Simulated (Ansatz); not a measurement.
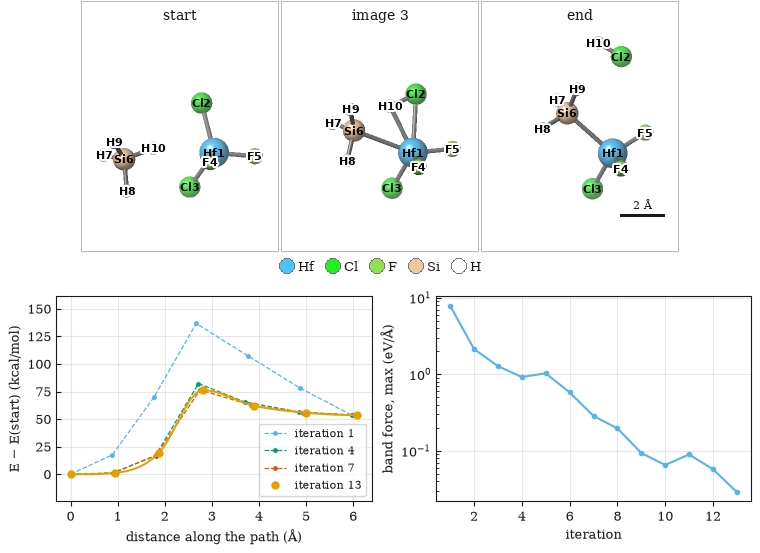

NEB run on HfSiH4Cl2F2, made up at the start of HfCl2F2 and SiH4. Images are numbered from 0 (start) to 6 (end). The plot follows the band through its iterations. Style: ball-and-stick. Shown at a tilt.

Level of theory: RHF/def2-SVP in Ansatz 0.2.0. Settings: 5 movable images; climbing image; force threshold 0.05 eV/Å; iteration limit 40; spring constant 0.1 eV/Å²; starting path through a guess of the saddle point.

Did the band converge, and can the barrier be trusted?

Answer. The run is converged, with reservations. The band converged in 13 iterations. The largest component of the band force went from 7.9 to 0.029 eV/Å. The climbing image converged on the top of the path. Its curvatures weren't checked. The spring constant is far from the usual few eV/Å², which spoils the spacing or the steps. The first iteration put the highest image at 136.8 kcal/mol. Forward barrier 76.4 kcal/mol, backward barrier 22.7 kcal/mol, with image 3 at the top; the reaction energy is +53.7 kcal/mol.

Limits of the set-up: the start holds two separate molecules, 2.8 Å apart at their closest, whose relative position is a soft coordinate and is computed without a dispersion correction; Hartree-Fock leaves out electron correlation.
